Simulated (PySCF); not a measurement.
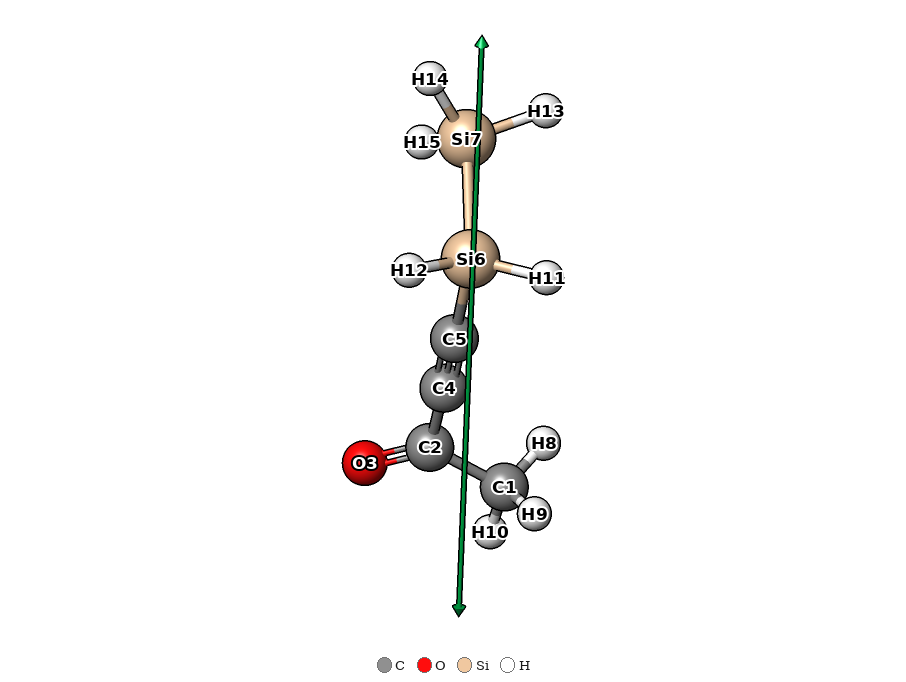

The double arrow shows the direction of the transition dipole to excited singlet state 7 (its length means nothing). Computed geometry: GFN2-xTB optimisation. No frequency run is at hand to confirm it as a minimum. Level of theory: TDDFT CAM-B3LYP/def2-SVPD, vertical, gas phase, core orbitals frozen in the response (PySCF 2.14.0).

Question: How is the transition polarised?

Answer: Close to the long direction C1···Si7.

Question: Where does the transition lie, and how strong is it?

Answer: 7.28 eV (170 nm), oscillator strength 0.33, of mixed character, with the largest part HOMO−3 → LUMO (weight 0.32); transition dipole 3.48 D.

The geometry is semi-empirical. Around Si such bond lengths and angles can be off by a tenth of an ångström or more and by several degrees, and values that hang on the shape move with them.
